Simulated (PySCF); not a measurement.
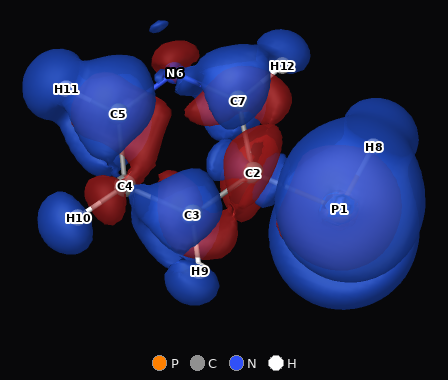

C5H5NP, charge −1, SMILES `[PH-]c1cccnc1`. Fukui function f⁻ = ρ(N) − ρ(N−1) at fixed geometry, surfaces at ±0.008 e/Å³ (blue positive, red negative).

Level of theory: ωB97X/6-31+G* (PySCF), at a geometry from GFN2-xTB. No frequency check shows the geometry to be a minimum. GFN2-xTB bond lengths at metals and heavier atoms can be off by up to 0.1 Å and shapes distorted, which carries into these values.

Cartesian coordinates (Å):

```
P1      -2.3113    0.0994    0.0000
C2      -0.5564    0.0321    0.0000
C3       0.2162    1.2142    0.0000
C4       1.5890    1.1387    0.0000
C5       2.1972   -0.1113    0.0000
N6       1.4987   -1.2459    0.0000
C7       0.1882   -1.1687    0.0000
H8      -2.4745   -1.2701    0.0000
H9      -0.2887    2.1729    0.0000
H10      2.1950    2.0391    0.0000
H11      3.2773   -0.2206    0.0000
H12     -0.3356   -2.1213    0.0000
```

On which atoms does the density change most on removal of an electron?

Answer. f⁻ (Hirshfeld-condensed) is largest on P1 (0.52); the vertical detachment energy is 1.51 eV (the stability of the neutral species's solution wasn't checked). Condensed values hint at sites of electrophilic attack but needn't mark the atom that reacts. Orbital relaxation makes it negative in places (0.21 e in all).

Cost of the run: 120 s on 1 thread of Intel(R) Xeon(R) Processor @ 2.50GHz (Skylake/Cascade Lake), on a shared host, peak memory 0.69 GiB.
